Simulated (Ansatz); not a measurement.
# Resistivity from frozen vibrations: Mg(0001) with 2 thermally displaced layers, 2x2

Aim: the resistivity of Mg at 300 K from frozen thermal displacements between perfect leads. The measured value for the pure metal at this temperature is 4.51 µΩ cm (CRC Handbook of Chemistry and Physics, 84th ed., 2003, Electrical Resistivity of Pure Metals).

Method: Ansatz plane-wave DFT, PBE, PAW files; ballistic transport by layer matching (Landauer), zero bias; PAW set soft_1, in Ansatz 0.2.0.

## (1) The structure

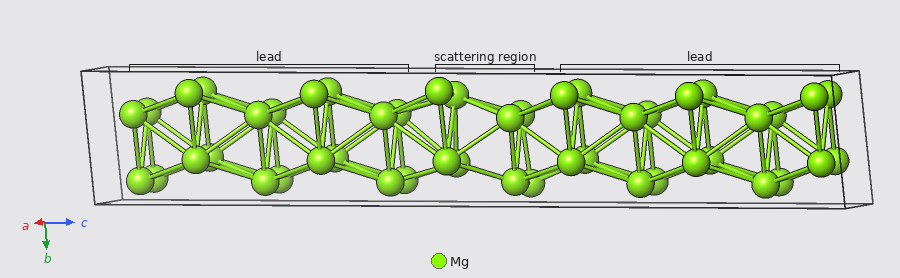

Start, viewed from the side, with the c axis across the page; magnesium green.

The cell holds 48 atoms: 48 Mg. Its edges and angles: a = 6.419 Å, b = 6.419 Å, c = 31.262 Å, α = 90.0°, β = 90.0°, γ = 120.0°. It derives from Mg. Regions: lead, 40 atoms (40 Mg); scattering region, 8 atoms (8 Mg). The structure is stacked along c, and the current runs across the ab planes.

## (2) With 2 displaced layers

Each atom of 2 layers is moved at random, by amounts drawn from a normal law 0.1085 Å wide in each direction from the Debye model (400 K) at 300 K. The layers about the cell's end stay perfect and serve as the lead. Disorder leaves little or no symmetry, which makes such runs dear. Energies from -0.05 to 0.05 eV in steps of 0.05 eV are too few for the program's thermal sum, so it prints no conductance; for a metal the transmission near the Fermi level serves, at a fraction of the cost.

File input.yaml:

```yaml
crystal:
  lattice:
    - [6.41854, 0.0, 0.0]
    - [-3.20927, 5.5586186952, 0.0]
    - [0.0, 0.0, 31.26198]
  atoms:
    - { symbol: Mg, position: [0.1666666667, 0.3333333333, 0.0416666667] }
    - { symbol: Mg, position: [0.1666666667, 0.8333333333, 0.0416666667] }
    - { symbol: Mg, position: [0.6666666667, 0.3333333333, 0.0416666667] }
    - { symbol: Mg, position: [0.6666666667, 0.8333333333, 0.0416666667] }
    - { symbol: Mg, position: [0.3333333333, 0.1666666667, 0.125] }
    - { symbol: Mg, position: [0.3333333333, 0.6666666667, 0.125] }
    - { symbol: Mg, position: [0.8333333333, 0.1666666667, 0.125] }
    - { symbol: Mg, position: [0.8333333333, 0.6666666667, 0.125] }
    - { symbol: Mg, position: [0.1666666667, 0.3333333333, 0.2083333333] }
    - { symbol: Mg, position: [0.1666666667, 0.8333333333, 0.2083333333] }
    - { symbol: Mg, position: [0.6666666667, 0.3333333333, 0.2083333333] }
    - { symbol: Mg, position: [0.6666666667, 0.8333333333, 0.2083333333] }
    - { symbol: Mg, position: [0.3333333333, 0.1666666667, 0.2916666667] }
    - { symbol: Mg, position: [0.3333333333, 0.6666666667, 0.2916666667] }
    - { symbol: Mg, position: [0.8333333333, 0.1666666667, 0.2916666667] }
    - { symbol: Mg, position: [0.8333333333, 0.6666666667, 0.2916666667] }
    - { symbol: Mg, position: [0.1666666667, 0.3333333333, 0.375] }
    - { symbol: Mg, position: [0.1666666667, 0.8333333333, 0.375] }
    - { symbol: Mg, position: [0.6666666667, 0.3333333333, 0.375] }
    - { symbol: Mg, position: [0.6666666667, 0.8333333333, 0.375] }
    - { symbol: Mg, position: [0.3434275187, 0.1870858308, 0.4609070464] }
    - { symbol: Mg, position: [0.3613688091, 0.6982627756, 0.4541493943] }
    - { symbol: Mg, position: [0.8098468798, 0.1408892812, 0.4579593738] }
    - { symbol: Mg, position: [0.85000177, 0.6662382765, 0.4600543055] }
    - { symbol: Mg, position: [0.1358031677, 0.3362038075, 0.5385190829] }
    - { symbol: Mg, position: [0.2053320038, 0.8506433108, 0.544961423] }
    - { symbol: Mg, position: [0.6716697945, 0.3452954952, 0.5439499015] }
    - { symbol: Mg, position: [0.6559910638, 0.8236253695, 0.541268343] }
    - { symbol: Mg, position: [0.3333333333, 0.1666666667, 0.625] }
    - { symbol: Mg, position: [0.3333333333, 0.6666666667, 0.625] }
    - { symbol: Mg, position: [0.8333333333, 0.1666666667, 0.625] }
    - { symbol: Mg, position: [0.8333333333, 0.6666666667, 0.625] }
    - { symbol: Mg, position: [0.1666666667, 0.3333333333, 0.7083333333] }
    - { symbol: Mg, position: [0.1666666667, 0.8333333333, 0.7083333333] }
    - { symbol: Mg, position: [0.6666666667, 0.3333333333, 0.7083333333] }
    - { symbol: Mg, position: [0.6666666667, 0.8333333333, 0.7083333333] }
    - { symbol: Mg, position: [0.3333333333, 0.1666666667, 0.7916666667] }
    - { symbol: Mg, position: [0.3333333333, 0.6666666667, 0.7916666667] }
    - { symbol: Mg, position: [0.8333333333, 0.1666666667, 0.7916666667] }
    - { symbol: Mg, position: [0.8333333333, 0.6666666667, 0.7916666667] }
    - { symbol: Mg, position: [0.1666666667, 0.3333333333, 0.875] }
    - { symbol: Mg, position: [0.1666666667, 0.8333333333, 0.875] }
    - { symbol: Mg, position: [0.6666666667, 0.3333333333, 0.875] }
    - { symbol: Mg, position: [0.6666666667, 0.8333333333, 0.875] }
    - { symbol: Mg, position: [0.3333333333, 0.1666666667, 0.9583333333] }
    - { symbol: Mg, position: [0.3333333333, 0.6666666667, 0.9583333333] }
    - { symbol: Mg, position: [0.8333333333, 0.1666666667, 0.9583333333] }
    - { symbol: Mg, position: [0.8333333333, 0.6666666667, 0.9583333333] }
kpoints:
  mp_grid: { grid: [4, 4, 1] }
hamiltonian:
  xc: pbe
  pseudopotentials: { kind: paw, azcp: { folder: soft_1 } }
scf:
  occupations: { method: fermi_dirac, width: 0.1 }
output:
  transmission: { leads: [[0, 8]], kmesh: [8, 8], e_range: [-0.05, 0.05], de: 0.05 }
  write_potential: true
  write_density: true
  volumetric_format: npy
  elf: true
```

Launch:

```sh
> ansatz run input.yaml --threads 4 --pin off --max-ram 15360MiB --backend cpu --events-out ev --progress --plain --runs-dir out
```

Numbers of over 12 decimals in the logs are rounded to 6 here.

What it wrote:

```text
Engine: ansatz 0.2.0, x86_64-unknown-linux-gnu
Pseudopotentials: kind: paw
Pseudopotential: Mg, paw, valence charge 10, recommended cutoff 420 eV (normal), soft_1/Mg.paw.azcp
Functional definition: PBE
  parameter kappa = 0.804
  parameter beta = 0.066725
  exchange = pbe_x(kappa = kappa, mu = beta*pi^2/3)
  correlation = pbe_c(beta = beta)
Crystal: 48 atoms, lattice volume = 1115.372 Å³
Basis set: ecut = 420 eV, 21885 PW (Γ)
Bands: 288, of which v1, the nominal top of the filled ones, is band 240 counted from 1 (239 counted from 0)
Symmetry: 1 space group operations
Space group: P1 (ITA 1), of the structure as read, at distance tolerance 1.0e-4 Å
k-points: 10 of 16 (time reversal used)
Non-local potential: Mg, projectors of the file, l = 0: 3, l = 1: 2, l = 2: 1
PAW form: soft (Blöchl's): semilocal exchange-correlation on the pseudo side does not see the compensation charge
PAW one-centre angular grid: Mg, 110 points (default); XC on 64 Gauss nodes
Initial density: superposition of atomic densities (chi_scale 0.1, normalization cell)
Initial wavefunctions: pseudopotential atomic-orbital guess
Functional: x = pbe(κ = 0.804, μ = 0.219515), c = pbe(β = 0.066725)
SCF iter   1: F=—  HF=-92343.452840 eV  |F-HF|=—  |Δ(HF+E_count)|=         —  Δρ=1.32e-2  dr2=2.65e0  ethr=3.10e-3  ⟨swp⟩=10.2  Hψ=13386  notcnv=0  defer=6
preconditioner: auto → Kerker (q_TF=auto, 2.371 Å⁻¹)  [metal: Δε(μ)=0.127 eV  Ē_g=4.830 eV  σ=0.100 eV  W_gap=0.30  n_scr=268 (ndim 8)  ℏωp=10.9 eV  f_vac=0.000  D(μ)=14.08/eV (n_scr^D=68)]
SCF iter   2: F=—  HF=-92343.431156 eV  |F-HF|=—  |Δ(HF+E_count)|=   2.17e-2  Δρ=9.49e-3  dr2=1.40e0  ethr=5.53e-4  ⟨swp⟩=1.1  Hψ=3326  notcnv=0  defer=10
SCF iter   3: F=—  HF=-92343.171126 eV  |F-HF|=—  |Δ(HF+E_count)|=   2.60e-1  Δρ=1.77e-3  dr2=3.65e-2  ethr=2.92e-4  ⟨swp⟩=2.0  Hψ=3109  notcnv=0  defer=10
SCF iter   4: F=—  HF=-92343.168688 eV  |F-HF|=—  |Δ(HF+E_count)|=   2.44e-3  Δρ=1.50e-4  dr2=3.40e-4  ethr=7.60e-6  ⟨swp⟩=2.5  Hψ=5024  notcnv=0  defer=10
SCF iter   5: F=—  HF=-92343.168475 eV  |F-HF|=—  |Δ(HF+E_count)|=   2.13e-4  Δρ=5.80e-5  dr2=5.50e-5  ethr=7.09e-8  ⟨swp⟩=2.0  Hψ=5235  notcnv=0  defer=10
SCF iter   6: F=—  HF=-92343.168562 eV  |F-HF|=—  |Δ(HF+E_count)|=   8.67e-5  Δρ=2.27e-5  dr2=9.79e-6  ethr=1.14e-8  ⟨swp⟩=1.2  Hψ=2809  notcnv=0  defer=10
SCF iter   7: F=—  HF=-92343.168561 eV  |F-HF|=—  |Δ(HF+E_count)|=   3.74e-7  Δρ=3.32e-6  dr2=1.05e-7  ethr=2.04e-9  ⟨swp⟩=2.0  Hψ=3213  notcnv=0  defer=18
SCF iter   8: F=-92343.168561 eV  HF=-92343.168561 eV  |F-HF|=7.28e-10  |Δ(HF+E_count)|=   4.73e-8  Δρ=5.41e-7  dr2=4.53e-9  ethr=2.08e-11  ⟨swp⟩=9.9  Hψ=9359  notcnv=0
SCF 1 converged in 8 iterations: F = -92343.168561 eV  dr2 = 4.53e-9
  greatest PAW one-centre occupation: 1.000 electrons in one spin orbital (limit 2), on the Mg atom at site 21 (counted from 0), in its partial waves of l = 0
transmission: 161 of 1598 steps passed
transmission: 320 of 1598 steps passed
[...]
transmission: 1598 of 1598 steps passed
SCF converged after 8 iterations
Free energy (F): -92343.168561 eV
Harris-Foulkes:  -92343.168561 eV  (|F-HF|=7.28e-10)
Internal energy: -92342.697315 eV  (E = F + TS)
E sigma→0 (E₀):  -92342.932938 eV
Entropy (-TS):   -0.471246 eV (-9.818 meV/atom)
Fermi energy:    5.547156 eV
--- Per-component energies (eV) ---
  E_band       = -17229.751500
  E_kinetic    = 3314.396244
  E_local      = -82543.329133  (includes V_loc(G=0)·N_el)
  E_nonlocal   = 9384.243466
  E_hartree    = 28169.966774
  E_xc         = -1242.028438
  E_vxc        = -1601.932367  (∫ρ·V_xc dr)
  E_paw        = -14466.304945  (= ΣΔE_a)
  E_vpaw       = -2123.057993  (= ΣTr[D̂ρ^β])
  E_aug_tail   = -0.007072  (compensation charges beyond the density's cutoff)
  E_ewald      = -34959.634211
  E_smearing   = -0.471246  (= −TS)
  E_closure    = -0.000000  (closes the sum)
  Σ components = -92343.168561   (vs F -92343.168561, Δ=0.00e0)
--- Band table (eV; the first three rows and the last of 10) ---
  k-point 0: bands = [... 236 lower, 4.4154, 4.4258, 4.4333, 4.4354, 4.4495, 5.0395, 5.0517, 5.0575, ... 44 higher]
  k-point 1: bands = [... 236 lower, 4.9219, 4.9275, 4.9564, 4.9602, 5.5864, 5.5937, 5.6039, 5.6096, ... 44 higher]
  k-point 2: bands = [... 236 lower, 5.7281, 5.7316, 5.7509, 5.7550, 6.4973, 6.5112, 6.7948, 6.8055, ... 44 higher]
  k-point 9: bands = [... 236 lower, 5.7234, 5.7384, 5.7413, 5.7570, 6.4922, 6.5157, 6.7873, 6.8123, ... 44 higher]
--- Transmission ---
  basis      : 313 plane waves across, 47 finite elements along
  points     : 34, standing for a mesh of 8 x 8
  energies   : 3 from -0.050000 to 0.050000 eV about the Fermi level, 0.050000 eV apart; the leads are filled to 0.000000 eV, and channels, transmission and decay are at 0.000000 eV
  crystal 0  : Mg8, at the sites [0, 8], period 5.2103 Å, over 26.05 Å; its Hamiltonian steps by up to 1.3 meV
    offset         : up to 0.0000 Å between an atom of the period and one for which it stands
    channels       : 3.765625e0 a spin
    conductance    : none, the energies end too early or step too widely for 300 K: set another output.transmission.e_range or a lower de, or, where they end at an eighth of basis.ecutwfc, a higher one
  junction   : crystal 0 to crystal 0, 0.70 to 26.75 Å
    transmission   : 3.724490e0 a spin
    conductance    : none, the energies end too early or step too widely for 300 K: set another output.transmission.e_range or a lower de, or, where they end at an eighth of basis.ecutwfc, a higher one
```

The job ended after 8.8 min (4 threads of Intel Xeon Platinum 8375C at 2.90GHz (Ice Lake), shared host; peak memory 6 GiB; 31 min of CPU time).

Reading the cycles: dr2 is the Hartree energy of the density residual (eV), the measure of convergence; HF is the Harris–Foulkes estimate of the energy, which meets the free energy F at convergence.

Numbers from this step:

```
free energy                                    : -92343.1686 eV
energy at zero smearing                        : -92342.9329 eV
Fermi energy                                   : 5.547 eV
cell area                                      : 35.68 Å²
transmission per spin nearest the Fermi level  : 3.724
open channels per spin nearest the Fermi level : 3.766
step of the lead's potential                   : 1.3 meV
```

Per spin. Transmission, zone mean against energy, zero at the Fermi level:

```csv
energy (eV),"transmission, zone mean"
-0.0500,3.72
0.0000,3.72
0.0500,3.61
```

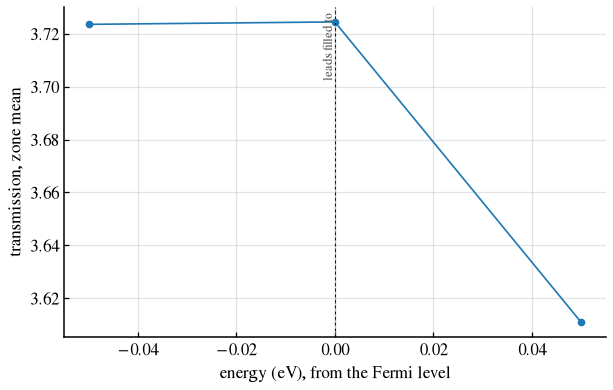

Transmission, zone mean, plotted against energy.

Per spin. Open channels, zone mean, lead against energy, zero at the Fermi level:

```csv
energy (eV),"open channels, zone mean, lead"
-0.0500,3.77
0.0000,3.77
0.0500,3.67
```

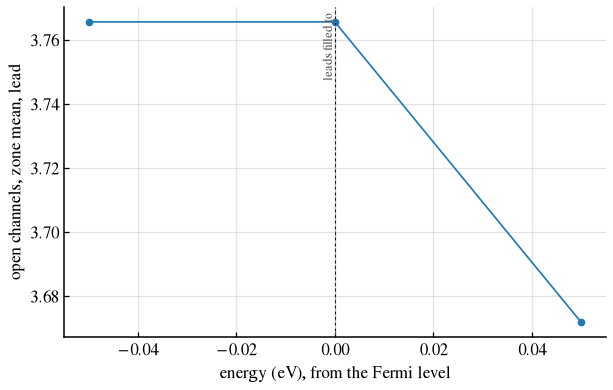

Open channels, zone mean, lead, plotted against energy.

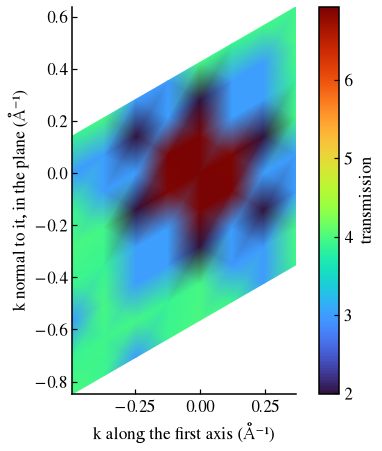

Transmission over k1 and k2. At 0.0000 eV from the Fermi level.

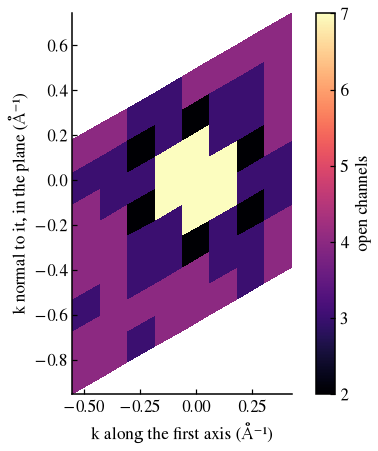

Open channels over k1 and k2. At 0.0000 eV from the Fermi level.

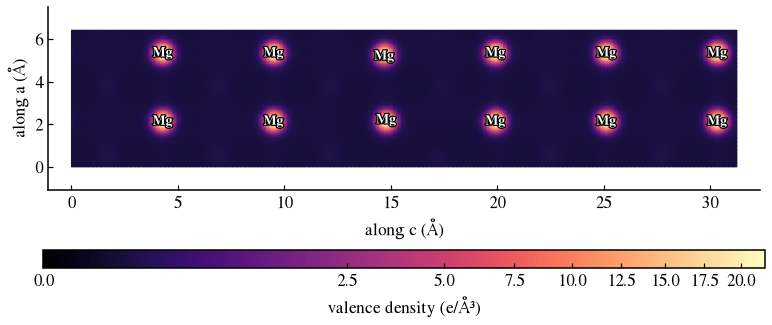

Valence density in the ca plane at fractional y = 0.167, with atoms of Mg within 0.2 Å of it. It is the smooth field of the valence electrons, not physical close to the nuclei. The colour scale is stretched toward low values.

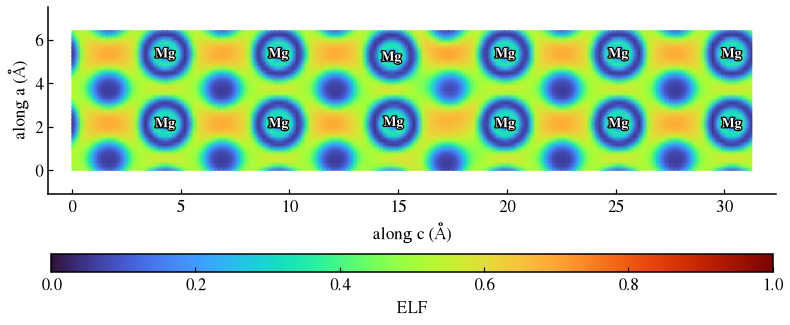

ELF in the ca plane at fractional y = 0.167, with atoms of Mg within 0.2 Å of it. It is the smooth field of the valence electrons, not physical close to the nuclei.

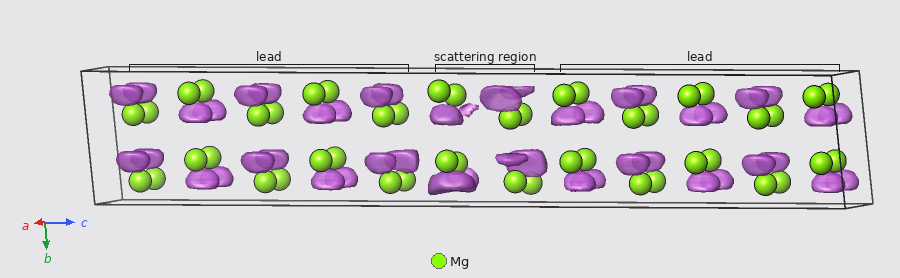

Surface of ELF = 0.65.

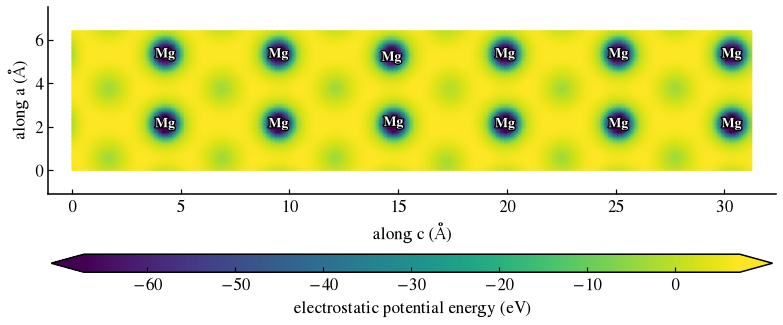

Electrostatic potential energy in the ca plane at fractional y = 0.167, with atoms of Mg within 0.2 Å of it. With pseudopotentials it is smooth inside the atoms' cores, unlike the true potential.

Over the solved energies the transmission per spin lies between 3.61 and 3.72, out of 3.73 channels of the lead on average (up to 3.77).

(Continued in part 2 of 2.)

[Logs are printed without paths, hosts, clocks, repeated set-up lines and the standing remarks that a program may print on its own settings, such as how far it seeks lower states.]

[Hosts, paths, dates, database ids (printed as entryN), source tags and the programs' standing remarks are cut or masked in the printed files.]
